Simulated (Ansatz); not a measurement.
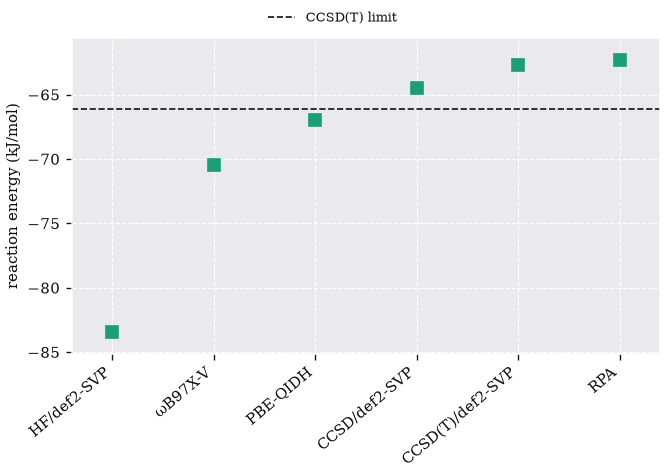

Electronic reaction energy of Ge₂SiH₈ ([GeH3][SiH2][GeH3]) + HCl (Cl) → GeSiH₅Cl (Cl[SiH2][GeH3]) + GeH₄ ([GeH4]) (SMILES in brackets) at several levels (functionals in def2-TZVPP unless a basis is named), isolated molecules at PBE0-D4 triple-zeta geometries, minima by their frequencies, no zero-point or thermal terms, the Ansatz code 0.2.0. The line is frozen-core CCSD(T) at the basis limit (MP2 extrapolated from triple and quadruple zeta, plus CCSD(T) less MP2 in a smaller set). PBE-QIDH and RPA hold a correlation term that converges slowly with the basis, so part of the distance to the limit is basis error. No dispersion term is added to PBE-QIDH. The distance of HF/def2-SVP, CCSD/def2-SVP and CCSD(T)/def2-SVP to the limit includes basis error.

> What range do the values span, the line included?

From −83.4 kJ/mol (HF/def2-SVP) to −62.3 kJ/mol (RPA).

> Which level comes closest to the line (CCSD(T) limit), and which misses most?

Closest PBE-QIDH (−67.0 kJ/mol), against −66.1 kJ/mol; farthest HF/def2-SVP (−83.4 kJ/mol).

Known limits of this run: no scalar relativity up to krypton; outer-core shells are correlated without core-valence functions, which makes the correlated values less sure.
